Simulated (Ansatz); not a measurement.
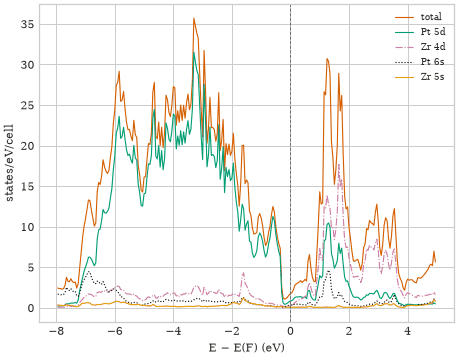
*Total and projected density of states of ZrPt₃ in space group P6_3/mmc (No. 194; Zr on 2a, Zr on 2c, Pt on 6g, Pt on 6h), r²SCAN in the plane-wave PAW code Ansatz*

Which orbitals carry the states next to the Fermi level?

Within 0.5 eV of the Fermi level: Pt 5d 65 %, Zr 4d 16 %, Pt 6s 8 %, outside the projected shells 8 %. Projections are on Löwdin-orthogonalised atomic valence shells; empty p or d shells of many metals are not among them.

Where is the tallest occupied peak in this window, and what makes it?

Near -3.3 eV, about 36 states/eV per cell; the largest projected share is Pt 5d.

The first step of the workflow began from a Materials Project structure, measured or hypothetical; the Crystallography Open Database copy checked does not list it. COD files the formula under space group No. 221. Its standing as an ambient phase is unchecked. The cell was relaxed with r²SCAN under the symmetry of its start; whether a distortion lowers the energy is not shown. No spin polarisation was allowed. Scalar-relativistic: spin–orbit coupling is off unless named, which matters more the heavier the elements.

Potentials: the later of the program's two PAW sets.
